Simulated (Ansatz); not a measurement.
**Geometry relaxation, with input and output: Si2H5O (charge +1) (part 2 of 2)**

Si2H5O, charge +1; RKS PBE0-D4/def2-TZVP (Ansatz 0.2.0). 

Geometry of the input (Å):
```
O  -1.6358  0.1036  -0.7859
Si -0.0404  0.3772  -0.6414
Si 1.0465  -0.8864  1.0420
H  -2.2230  0.5618  -1.4245
H  0.5035  1.4100  -1.5866
H  1.1960  0.1231  2.1402
H  2.3426  -1.2791  0.4058
H  0.0890  -1.9986  1.3225
```

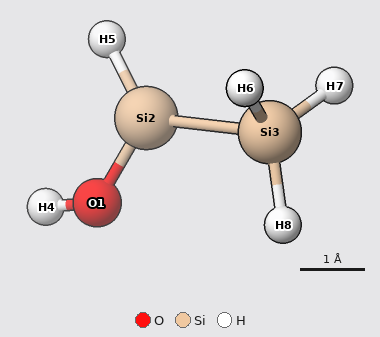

*The geometry at step 15 of the log (ball-and-stick view, seen at a tilt; atoms are numbered from 1 in the order of the input).*

Trajectory as extended XYZ, continued:
```
8
Properties=species:S:1:pos:R:3:forces:R:3 step=6 energy=-17869.05262
O    -1.6134    0.1094   -0.8042    0.0556  -0.0026   0.0271
Si   -0.0590    0.3691   -0.6329    0.0186  -0.0293   0.0239
Si    1.0406   -0.8851    1.0374   -0.0189   0.0000  -0.0047
H    -2.2038    0.5546   -1.4226   -0.0531   0.0253  -0.0484
H     0.5031    1.3968   -1.5425   -0.0221   0.0098  -0.0091
H     1.1957    0.1241    2.1102    0.0088  -0.0042   0.0024
H     2.3119   -1.2717    0.3890    0.0011  -0.0005   0.0046
H     0.1035   -1.9857    1.3376    0.0101   0.0015   0.0043
8
Properties=species:S:1:pos:R:3:forces:R:3 step=7 energy=-17869.05262 accepted=F
O    -1.6151    0.1198   -0.8039    0.0409  -0.0492   0.0168
Si   -0.0598    0.3712   -0.6283   -0.0322   0.0301  -0.0194
Si    1.0404   -0.8849    1.0395    0.0004  -0.0065   0.0201
H    -2.2028    0.5452   -1.4395   -0.0172   0.0338  -0.0100
H     0.4952    1.4006   -1.5410    0.0077  -0.0090   0.0040
H     1.2083    0.1182    2.1164   -0.0004   0.0001  -0.0083
H     2.3083   -1.2737    0.3850   -0.0038  -0.0012  -0.0019
H     0.1041   -1.9849    1.3438    0.0047   0.0018  -0.0014
8
Properties=species:S:1:pos:R:3:forces:R:3 step=8 energy=-17869.05293
O    -1.6136    0.1117   -0.8092    0.0177  -0.0036   0.0104
Si   -0.0598    0.3699   -0.6307   -0.0117  -0.0026  -0.0051
Si    1.0396   -0.8855    1.0390    0.0037  -0.0037   0.0071
H    -2.2039    0.5541   -1.4313   -0.0078   0.0050  -0.0104
H     0.4968    1.4005   -1.5408   -0.0003   0.0017   0.0033
H     1.2044    0.1214    2.1127   -0.0005   0.0003  -0.0025
H     2.3091   -1.2735    0.3876   -0.0012  -0.0007  -0.0022
H     0.1060   -1.9871    1.3448    0.0001   0.0034  -0.0006
8
Properties=species:S:1:pos:R:3:forces:R:3 step=9 energy=-17869.05305
O    -1.6121    0.1050   -0.8162   -0.0036   0.0000  -0.0021
Si   -0.0613    0.3720   -0.6274    0.0017   0.0029  -0.0027
Si    1.0397   -0.8856    1.0398   -0.0002  -0.0008   0.0000
H    -2.2016    0.5470   -1.4398    0.0013  -0.0018   0.0005
H     0.4934    1.4126   -1.5274   -0.0004   0.0000   0.0030
H     1.2164    0.1236    2.1091    0.0015   0.0016   0.0012
H     2.3026   -1.2823    0.3809    0.0014  -0.0013  -0.0015
H     0.1014   -1.9808    1.3531   -0.0015  -0.0006   0.0016
8
Properties=species:S:1:pos:R:3:forces:R:3 step=10 energy=-17869.05280 accepted=F
O    -1.5984    0.0481   -0.8764    0.0859   0.0692  -0.0301
Si   -0.0726    0.3946   -0.6037   -0.0789   0.0249  -0.0433
Si    1.0368   -0.8841    1.0429    0.0332  -0.0024   0.0163
H    -2.1866    0.4877   -1.5053    0.0515  -0.0307   0.0437
H     0.4677    1.5137   -1.4226   -0.0517  -0.0677   0.0385
H     1.3174    0.1365    2.0825   -0.0085  -0.0365  -0.0401
H     2.2490   -1.3553    0.3310   -0.0489   0.0214   0.0253
H     0.0653   -1.9297    1.4236    0.0174   0.0219  -0.0103
8
Properties=species:S:1:pos:R:3:forces:R:3 step=11 energy=-17869.05336
O    -1.6051    0.0768   -0.8449   -0.0010   0.0210  -0.0220
Si   -0.0672    0.3848   -0.6125   -0.0069  -0.0027  -0.0122
Si    1.0381   -0.8855    1.0426    0.0065   0.0124   0.0000
H    -2.1900    0.5167   -1.4752    0.0135  -0.0143   0.0202
H     0.4782    1.4617   -1.4761   -0.0074  -0.0101   0.0132
H     1.2681    0.1298    2.0967    0.0015  -0.0131  -0.0066
H     2.2742   -1.3170    0.3529   -0.0109   0.0015   0.0084
H     0.0822   -1.9557    1.3885    0.0047   0.0053  -0.0010
8
Properties=species:S:1:pos:R:3:forces:R:3 step=12 energy=-17869.05280 accepted=F
O    -1.5998    0.0474   -0.8778    0.0637   0.0327  -0.0164
Si   -0.0733    0.3871   -0.6074   -0.0447   0.0722   0.0057
Si    1.0383   -0.8811    1.0452    0.0226  -0.0301   0.0043
H    -2.1829    0.4937   -1.5057    0.0203  -0.0239   0.0187
H     0.4614    1.5089   -1.4229   -0.0285  -0.0544   0.0127
H     1.3220    0.1324    2.0901   -0.0193  -0.0186  -0.0465
H     2.2490   -1.3507    0.3313   -0.0363   0.0099   0.0223
H     0.0638   -1.9261    1.4191    0.0221   0.0123  -0.0008
8
Properties=species:S:1:pos:R:3:forces:R:3 step=13 energy=-17869.05349
O    -1.6021    0.0637   -0.8602   -0.0012   0.0186  -0.0184
Si   -0.0716    0.3899   -0.6065    0.0095   0.0047  -0.0137
Si    1.0382   -0.8840    1.0427    0.0062  -0.0005   0.0116
H    -2.1855    0.5034   -1.4920    0.0106  -0.0137   0.0180
H     0.4692    1.4848   -1.4503   -0.0118  -0.0125   0.0125
H     1.2940    0.1314    2.0908   -0.0020  -0.0100  -0.0109
H     2.2621   -1.3359    0.3435   -0.0156   0.0077   0.0021
H     0.0743   -1.9418    1.4042    0.0043   0.0058  -0.0013
8
Properties=species:S:1:pos:R:3:forces:R:3 step=14 energy=-17869.05350
O    -1.5951    0.0488   -0.8755    0.0057   0.0173  -0.0183
Si   -0.0713    0.3925   -0.6043   -0.0122   0.0198   0.0182
Si    1.0358   -0.8834    1.0450    0.0174  -0.0036  -0.0065
H    -2.1793    0.4904   -1.5048    0.0036  -0.0124   0.0065
H     0.4607    1.5095   -1.4245   -0.0073  -0.0217   0.0056
H     1.3173    0.1338    2.0845   -0.0025  -0.0091  -0.0146
H     2.2441   -1.3500    0.3282   -0.0092   0.0008   0.0149
H     0.0662   -1.9301    1.4235    0.0043   0.0089  -0.0057
8
Properties=species:S:1:pos:R:3:forces:R:3 step=15 energy=-17869.05363
O    -1.5949    0.0455   -0.8794    0.0194   0.0177  -0.0088
Si   -0.0741    0.3962   -0.5990   -0.0085   0.0093  -0.0055
Si    1.0368   -0.8830    1.0449    0.0075   0.0002   0.0036
H    -2.1774    0.4846   -1.5120    0.0020  -0.0086   0.0064
H     0.4581    1.5150   -1.4168   -0.0126  -0.0172   0.0099
H     1.3264    0.1339    2.0827   -0.0024  -0.0130  -0.0133
H     2.2411   -1.3562    0.3253   -0.0136   0.0043   0.0097
H     0.0626   -1.9245    1.4262    0.0081   0.0072  -0.0021
8
Properties=species:S:1:pos:R:3:forces:R:3 step=16 energy=-17869.05367
O    -1.5939    0.0428   -0.8829    0.0256   0.0142  -0.0023
Si   -0.0752    0.3985   -0.5970   -0.0124   0.0036  -0.0086
Si    1.0367   -0.8825    1.0449    0.0074  -0.0025   0.0092
H    -2.1759    0.4808   -1.5165   -0.0012  -0.0051   0.0029
H     0.4552    1.5202   -1.4113   -0.0099  -0.0122   0.0083
H     1.3332    0.1332    2.0815   -0.0032  -0.0089  -0.0114
H     2.2376   -1.3605    0.3234   -0.0116   0.0046   0.0044
H     0.0608   -1.9209    1.4299    0.0054   0.0062  -0.0024
8
Properties=species:S:1:pos:R:3:forces:R:3 step=17 energy=-17869.05372
O    -1.5909    0.0367   -0.8900    0.0372   0.0078   0.0087
Si   -0.0765    0.4021   -0.5930   -0.0241  -0.0052  -0.0097
Si    1.0365   -0.8817    1.0455    0.0043  -0.0031   0.0096
H    -2.1724    0.4726   -1.5251   -0.0071   0.0013  -0.0042
H     0.4494    1.5312   -1.3989   -0.0039  -0.0030   0.0033
H     1.3466    0.1330    2.0784   -0.0029  -0.0039  -0.0061
H     2.2295   -1.3691    0.3177   -0.0062   0.0027  -0.0006
H     0.0564   -1.9133    1.4374    0.0027   0.0034  -0.0009
8
Properties=species:S:1:pos:R:3:forces:R:3 step=18 energy=-17869.05375
O    -1.5873    0.0300   -0.8976    0.0445   0.0045   0.0148
Si   -0.0776    0.4054   -0.5894   -0.0352  -0.0110  -0.0083
Si    1.0361   -0.8813    1.0464    0.0029  -0.0020   0.0057
H    -2.1686    0.4645   -1.5338   -0.0101   0.0050  -0.0085
H     0.4435    1.5432   -1.3854    0.0006   0.0022  -0.0002
H     1.3599    0.1335    2.0745   -0.0015  -0.0018  -0.0023
H     2.2205   -1.3778    0.3111   -0.0023   0.0011  -0.0011
H     0.0521   -1.9059    1.4462    0.0010   0.0021  -0.0002
8
Properties=species:S:1:pos:R:3:forces:R:3 step=19 energy=-17869.05377
O    -1.5843    0.0243   -0.9042    0.0430   0.0041   0.0146
Si   -0.0786    0.4079   -0.5864   -0.0379  -0.0114  -0.0064
Si    1.0358   -0.8810    1.0472    0.0014  -0.0009   0.0017
H    -2.1654    0.4579   -1.5412   -0.0084   0.0047  -0.0078
H     0.4386    1.5532   -1.3738    0.0024   0.0035  -0.0017
H     1.3712    0.1337    2.0714   -0.0006  -0.0005  -0.0006
H     2.2129   -1.3851    0.3053   -0.0005  -0.0001  -0.0002
H     0.0484   -1.8994    1.4538    0.0005   0.0006   0.0003
8
Properties=species:S:1:pos:R:3:forces:R:3 step=20 energy=-17869.05379
O    -1.5808    0.0180   -0.9118    0.0318   0.0056   0.0091
Si   -0.0802    0.4111   -0.5828   -0.0316  -0.0106  -0.0057
Si    1.0354   -0.8806    1.0479    0.0015   0.0002  -0.0007
H    -2.1619    0.4504   -1.5498   -0.0036   0.0019  -0.0031
H     0.4331    1.5647   -1.3608    0.0022   0.0022  -0.0006
H     1.3838    0.1341    2.0675    0.0004  -0.0002   0.0007
H     2.2044   -1.3937    0.2990   -0.0002   0.0003   0.0005
H     0.0448   -1.8925    1.4628   -0.0005   0.0005  -0.0001
8
Properties=species:S:1:pos:R:3:forces:R:3 step=21 energy=-17869.05379 accepted=F
O    -1.5776    0.0110   -0.9205    0.0203   0.0062   0.0028
Si   -0.0822    0.4132   -0.5800   -0.0202   0.0034  -0.0011
Si    1.0355   -0.8796    1.0488    0.0005  -0.0048  -0.0025
H    -2.1588    0.4430   -1.5589    0.0031  -0.0025   0.0023
H     0.4271    1.5767   -1.3462   -0.0009  -0.0034  -0.0009
H     1.3985    0.1338    2.0646   -0.0021   0.0008  -0.0032
H     2.1957   -1.4026    0.2928   -0.0022   0.0006   0.0018
H     0.0404   -1.8839    1.4715    0.0015  -0.0003   0.0007
8
Properties=species:S:1:pos:R:3:forces:R:3 step=22 energy=-17869.05380
O    -1.5791    0.0147   -0.9157    0.0149   0.0066   0.0018
Si   -0.0816    0.4129   -0.5804   -0.0140  -0.0070  -0.0069
Si    1.0355   -0.8804    1.0482   -0.0013   0.0024  -0.0001
H    -2.1599    0.4461   -1.5548    0.0007  -0.0013   0.0023
H     0.4304    1.5706   -1.3536   -0.0008   0.0002   0.0016
H     1.3908    0.1343    2.0655    0.0008  -0.0015   0.0005
H     2.1999   -1.3982    0.2955   -0.0011   0.0007   0.0006
H     0.0426   -1.8884    1.4673    0.0007   0.0000   0.0003
8
Properties=species:S:1:pos:R:3:forces:R:3 step=23 energy=-17869.05380
O    -1.5776    0.0125   -0.9183   -0.0088   0.0063  -0.0099
Si   -0.0818    0.4131   -0.5805    0.0036   0.0038   0.0046
Si    1.0350   -0.8802    1.0485    0.0014   0.0011  -0.0028
H    -2.1590    0.4444   -1.5568    0.0050  -0.0061   0.0066
H     0.4288    1.5745   -1.3495   -0.0015  -0.0047   0.0015
H     1.3945    0.1343    2.0645    0.0002  -0.0006  -0.0012
H     2.1969   -1.4003    0.2933    0.0000  -0.0005   0.0023
H     0.0418   -1.8867    1.4708    0.0001   0.0007  -0.0013
8
Properties=species:S:1:pos:R:3:forces:R:3 step=24 energy=-17869.05380
O    -1.5786    0.0139   -0.9168    0.0011   0.0049  -0.0037
Si   -0.0818    0.4128   -0.5807   -0.0015   0.0001  -0.0004
Si    1.0353   -0.8802    1.0482    0.0000   0.0002  -0.0002
H    -2.1597    0.4456   -1.5555    0.0020  -0.0033   0.0037
H     0.4297    1.5720   -1.3520   -0.0011  -0.0019   0.0011
H     1.3923    0.1341    2.0653   -0.0002  -0.0004  -0.0007
H     2.1989   -1.3991    0.2950   -0.0007   0.0003   0.0005
H     0.0423   -1.8876    1.4685    0.0004   0.0002  -0.0002
```

Summary:

| quantity | value |
| --- | --- |
| outcome | converged |
| total energy | −17869.0538 eV |
| mean-field energy | −17868.9485 eV |
| dispersion energy | −0.1053 eV |
| SCF solution under orbital rotations | stable |
| largest force (length of the vector) at the end | 0.006 eV/Å |
| hardware | 2 CPU threads, shared host |
| wall time | 37 s (CPU time 68 s) |
| peak memory | 0.27 GiB |
